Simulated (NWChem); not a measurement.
# One shape, several levels: BH2Br (SMILES [H]B([H])Br)

Aim: a comparison of 5 runs (HF/3-21G, HF/def2-SVP, TPSSh/6-31G*, SVWN5/cc-pVDZ, PBE0/def2-SVP) of BH2Br. 

The calculation is run with NWChem 7.3.0.

**1. Starting point**

BH2Br: 4 atoms, total charge 0, spin state singlet. As SMILES, `[H]B([H])Br`. The coordinates come from a GFN2-xTB relaxation.

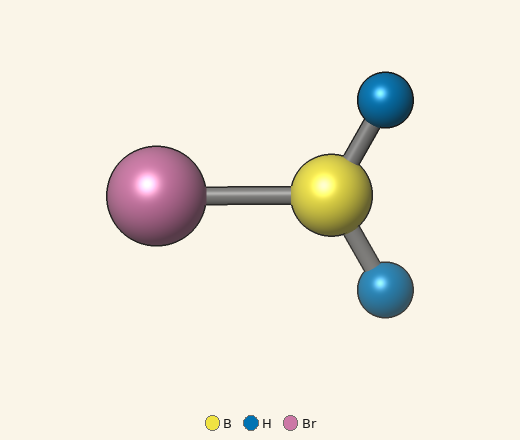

Viewed from a chosen angle; boron yellow, hydrogen blue, bromine pink.

**2. Energy and forces at HF/3-21G (run 1)**

nw.xyz reads:

```xyz
4

B      0.091040     0.150920    -0.000430
H      1.259830     0.109070     0.015270
H     -0.490130     1.165750    -0.019120
Br    -0.860740    -1.425740     0.004280
```

nw.nw reads:

```
start nw
memory total 2200 mb
geometry units angstroms noautosym nocenter noautoz
  load nw.xyz
end
basis "ao basis" spherical bse
  * library 3-21G
end
scf
  thresh 1e-08
  maxiter 80
end
task scf gradient
```

Launch:

```
$ nwchem nw.nw > nw.out
```

The log of the run:

```text
[...]
  functions       =    35
[...]
  wavefunction    = RHF
[...]
         Total SCF energy =  -2585.750442512375
      One-electron energy =  -3741.806765181911
      Two-electron energy =   1086.839646199334
 Nuclear repulsion energy =     69.216676470202
        Time for solution =      1.6s
[...]
                         RHF ENERGY GRADIENTS
    atom               coordinates                        gradient
                 x          y          z           x          y          z
   1 B       0.172041   0.285197  -0.000813   -0.019284  -0.031874   0.000102
   2 H       2.380733   0.206112   0.028856   -0.005191   0.000352  -0.000074
   3 H      -0.926211   2.202948  -0.036132    0.002754  -0.004432   0.000082
   4 Br     -1.626563  -2.694258   0.008088    0.021720   0.035954  -0.000109
[...]
```

It took 3.3 s on 1 thread of Intel Xeon Platinum 8259CL at 2.50GHz (Skylake/Cascade Lake), shared host; peak memory 0.099 GiB.

**3. Energy and forces at HF/def2-SVP (run 2)**

mol.nw reads:

```
start mol
title "BH2Br"
memory 2200 mb
charge 0
geometry units angstroms noautosym nocenter noautoz
  B      0.091040     0.150920    -0.000430
  H      1.259830     0.109070     0.015270
  H     -0.490130     1.165750    -0.019120
  Br    -0.860740    -1.425740     0.004280
end
basis spherical bse
  B library def2-SVP
  H library def2-SVP
  Br library def2-SVP
end
scf
  singlet
  rhf
  thresh 1e-08
  maxiter 80
  noprint "final vectors analysis"
end
task scf gradient
```

Launch:

```
$ nwchem mol.nw > mol.out
```

The log of the run:

```text
[...]
  functions       =    56
[...]
  wavefunction    = RHF
[...]
         Total SCF energy =  -2597.942811683428
      One-electron energy =  -3754.045760042570
      Two-electron energy =   1086.886271888940
 Nuclear repulsion energy =     69.216676470202
        Time for solution =      8.0s
[...]
                         RHF ENERGY GRADIENTS
    atom               coordinates                        gradient
                 x          y          z           x          y          z
   1 B       0.172041   0.285197  -0.000813   -0.011110  -0.018336   0.000060
   2 H       2.380733   0.206112   0.028856   -0.012191   0.000871  -0.000171
   3 H      -0.926211   2.202948  -0.036132    0.006472  -0.010389   0.000195
   4 Br     -1.626563  -2.694258   0.008088    0.016829   0.027854  -0.000085
[...]
```

Wall time 11 s (1 thread of Intel Xeon Platinum 8259CL at 2.50GHz (Skylake/Cascade Lake), shared host); peak memory 0.099 GiB.

Runs 3 to 4 aren't shown in full; the table further down has their settings and results.

**4. Energy and gradient at PBE0/def2-SVP (run 5)**

geom.nw reads:

```
start geom
memory 2200 mb
charge 0

geometry noautosym nocenter noautoz
   B     0.091040    0.150920   -0.000430
   H     1.259830    0.109070    0.015270
   H    -0.490130    1.165750   -0.019120
   Br   -0.860740   -1.425740    0.004280
end

basis "ao basis" spherical bse
   B library def2-SVP
   H library def2-SVP
   Br library def2-SVP
end

dft
   xc pbe0
   grid xfine
   convergence energy 1e-08
   iterations 100
   mulliken
   print medium
end

task dft gradient
```

Launch:

```
$ nwchem geom.nw > geom.out
```

The log of the run:

```text
[...]
          Wavefunction type:  closed shell.
          No. of atoms     :     4
          No. of electrons :    42
[...]
          Charge           :     0
          Spin multiplicity:     1
[...]
          AO basis - number of functions:    56
[...]
              XC Information
              --------------
                         PBE0 Method XC Functional
                     Hartree-Fock (Exact) Exchange  0.250
          PerdewBurkeErnzerhof Exchange Functional  0.750
            Perdew 1991 LDA Correlation Functional  1.000 local
           PerdewBurkeErnz. Correlation Functional  1.000 non-local
[...]
 d= 0,ls=0.0,diis     1  -2599.5157958793 -2.67D+03  1.07D-02  2.06D-01     1.8
[...]
 d= 0,ls=0.0,diis     8  -2599.5428668728 -1.44D-10  8.24D-07  1.71D-09    10.9
         Total DFT energy =    -2599.542866872759
      One electron energy =    -3753.537207838752
           Coulomb energy =     1180.594469131266
    Exchange-Corr. energy =      -95.816804635474
 Nuclear repulsion energy =       69.216676470202
[...]
  wavefunction    = closed shell
                         DFT ENERGY GRADIENTS
    atom               coordinates                        gradient
                 x          y          z           x          y          z
   1 B       0.172041   0.285197  -0.000813   -0.003708  -0.006082   0.000023
   2 H       2.380733   0.206112   0.028856   -0.017245   0.001941  -0.000248
   3 H      -0.926211   2.202948  -0.036132    0.009770  -0.014364   0.000282
   4 Br     -1.626563  -2.694258   0.008088    0.011183   0.018504  -0.000057
[...]
```

Run time: 15 s. Hardware: 1 thread of Intel Xeon Platinum 8259CL at 2.50GHz (Skylake/Cascade Lake), shared host; peak memory 0.12 GiB.

**5. All runs side by side**

```
run                               level  iteration cap  module   energy (Eh)  dipole moment (D)  HOMO energy (eV)  LUMO energy (eV)  wall time
  1                            HF/3-21G             80     scf  -2585.750443               0.92            -10.93              1.93      3.3 s
  2                         HF/def2-SVP             80     scf  -2597.942812               0.72                 –                 –       11 s
  3  TPSSh/6-31G* (spherical functions)            100     dft  -2599.829765               0.43             -7.49             -2.09       20 s
  4                       SVWN5/cc-pVDZ            100     dft  -2596.321520               0.08             -6.83             -2.99       64 s
  5                       PBE0/def2-SVP            100     dft  -2599.542867               0.26             -8.10             -1.81       15 s
```

**6. What came out**

| quantity | value |
| --- | --- |
| run 5: total energy | -2599.54287 Eh |
| run 5: dipole moment | 0.26 D |
| run 5: HOMO energy | -8.10 eV |
| run 5: LUMO energy | -1.81 eV |
| run 5: HOMO–LUMO gap | 6.29 eV |
| run 5: largest force on an atom | 1.112 eV/Å |

**Reading.** The dipole moment (its size) runs from 0.08 D (SVWN5/cc-pVDZ) to 0.92 D (HF/3-21G). The two ends differ in method and basis. Over runs 1, 3, 4, 5 the HOMO–LUMO gap runs from 3.84 eV (SVWN5/cc-pVDZ) to 12.86 eV (HF/3-21G). Totals of different functionals can't be ranked against each other. All runs together took 1.9 min, the longest 64 s.
